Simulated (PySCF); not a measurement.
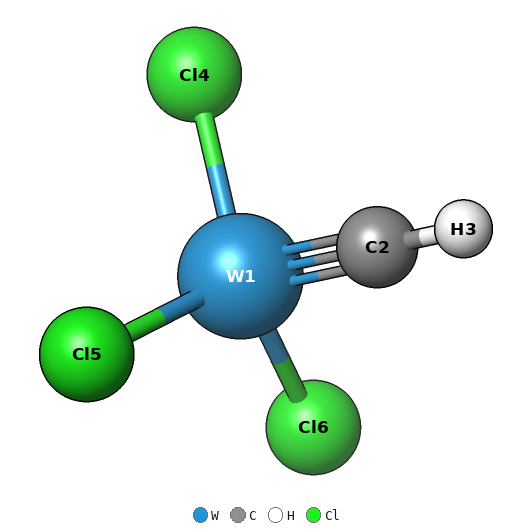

Charge 0, singlet. Computed geometry: PBE0-D3(BJ)/def2-SVP optimisation. No frequency run is at hand to confirm it as a minimum. Electric field gradients from the ground-state density, PBE0/pcSseg-1 (def2-TZVP on W), core potentials on W (PySCF 2.14.0), non-relativistic apart from any core potentials.

Give the largest field-gradient component, the quadrupole coupling constant and the asymmetry for 35Cl at Cl4 (Q = −81.7 mb), 2H at H3 (Q = 2.86 mb).

```
atom  V_zz (a.u.)  e²qQ/h (MHz)     η
 Cl4        1.351         −25.9  0.99
  H3        0.311         0.209  0.00
```
